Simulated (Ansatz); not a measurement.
# C3H9F6Ge3N3 (cyclo-(F2GeNMe)3): what the fields show

Input file:

```
crystal:
  periodic: [false, false, false]
  atoms:
    - {symbol: Ge, position_ang: [0.558543, -1.078269, -1.428140]}
    - {symbol: F, position_ang: [1.085374, -0.734044, -3.058780]}
    - {symbol: F, position_ang: [0.676790, -2.821810, -1.392150]}
    - {symbol: N, position_ang: [-1.175854, -0.628038, -1.132487]}
    - {symbol: C, position_ang: [-2.219690, -1.286488, -1.946311]}
    - {symbol: Ge, position_ang: [-1.676730, 0.663627, 0.048738]}
    - {symbol: F, position_ang: [-3.243025, 0.232026, 0.692588]}
    - {symbol: F, position_ang: [-2.011574, 2.190725, -0.735265]}
    - {symbol: N, position_ang: [-0.520830, 0.838074, 1.444472]}
    - {symbol: C, position_ang: [-1.032848, 1.368525, 2.725828]}
    - {symbol: Ge, position_ang: [1.254547, 0.480533, 1.308180]}
    - {symbol: F, position_ang: [1.712875, -0.501903, 2.679353]}
    - {symbol: F, position_ang: [2.257284, 1.891793, 1.549154]}
    - {symbol: N, position_ang: [1.708875, -0.215774, -0.311403]}
    - {symbol: C, position_ang: [3.131528, -0.140635, -0.716151]}
    - {symbol: H, position_ang: [-3.186235, -1.264237, -1.405555]}
    - {symbol: H, position_ang: [-2.353395, -0.797475, -2.934348]}
    - {symbol: H, position_ang: [-1.954055, -2.350529, -2.109538]}
    - {symbol: H, position_ang: [-0.508173, 0.879997, 3.571667]}
    - {symbol: H, position_ang: [-2.111314, 1.135271, 2.824009]}
    - {symbol: H, position_ang: [-0.897423, 2.467529, 2.810101]}
    - {symbol: H, position_ang: [3.202809, -0.089061, -1.820089]}
    - {symbol: H, position_ang: [3.713111, -1.018232, -0.362901]}
    - {symbol: H, position_ang: [3.589428, 0.778384, -0.300984]}
basis:
  gaussian: {orbitals: def2-TZVP, fitting: {mean_field: def2-universal-jkfit}, initial_orbitals: start.molden}
hamiltonian: {xc: pbe0, dispersion: d4}
scf: {omitted_lower_state_checks: [starts]}
output: {forces: true, orbitals: {seedname: orbitals}}
```

Launched as:

```sh
ansatz run in.yaml --threads 2 --pin off --events-out ev --progress --plain --max-ram 32768MiB --backend cuda --devices 0, --max-vram 18GiB
```

Geometry: PBE-D4/def2-SVP; not at a stationary point (largest force 0.9 eV/Å).

These are results of RKS PBE0-D4/def2-TZVP (Ansatz), not measurements.

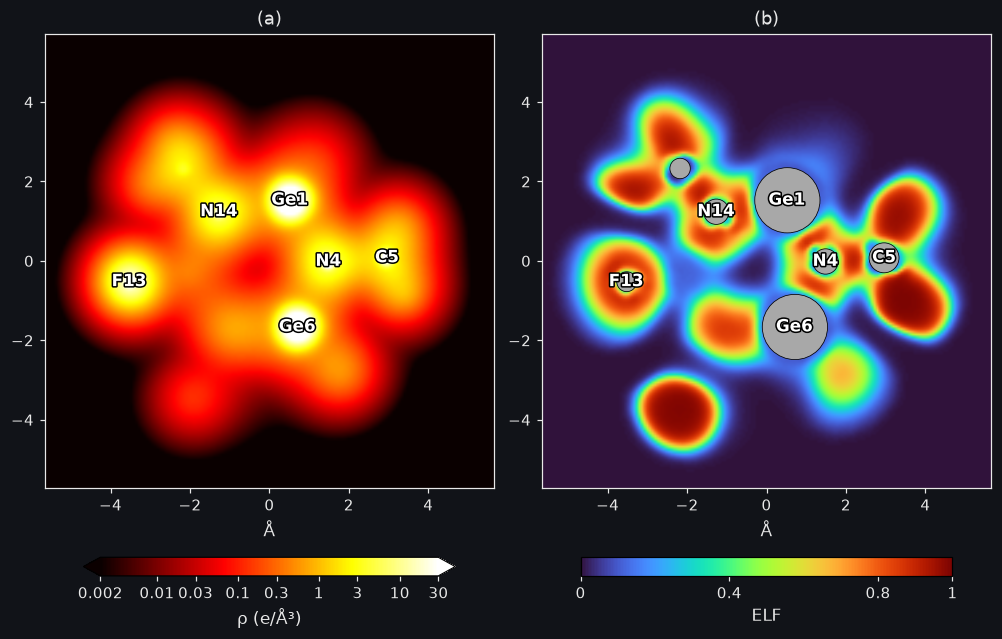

Figure 1. (a) total electron density; (b) electron localisation function on the plane of atoms Ge1, N4 and Ge6. Grey discs cover the atomic cores in the ELF map.

Q: Describe what can be read from this map.

A: Atoms in the plane: Ge, N, C and F. C–N (1.48 Å): the density is about 1.8 e/Å³ at the midpoint; the ELF peaks at about 0.90 between the atoms: localised, covalent bonding. Ge–N (1.82 Å): the density is about 1 e/Å³ at the midpoint; the ELF peaks at about 0.85 in the valence shell of N, 0.7 Å from its nucleus, and is about 0.50 at the midpoint. The ELF also peaks beside N9 and F13, away from the bonds: lone-pair regions.

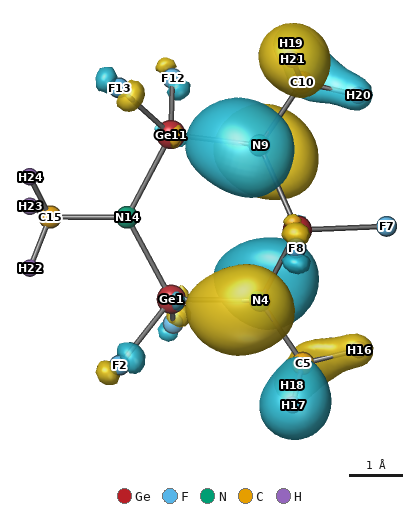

Figure 2. The HOMO at ±0.1 Å⁻³ᐟ² (yellow and cyan are the two phases), seen at a tilt.

Q: Describe this orbital and give its energy.

A: It lies mainly on N4 (about 30 %), N9 (about 30 %) and Ge6 (about 5 %). Its energy is −8.25 eV.
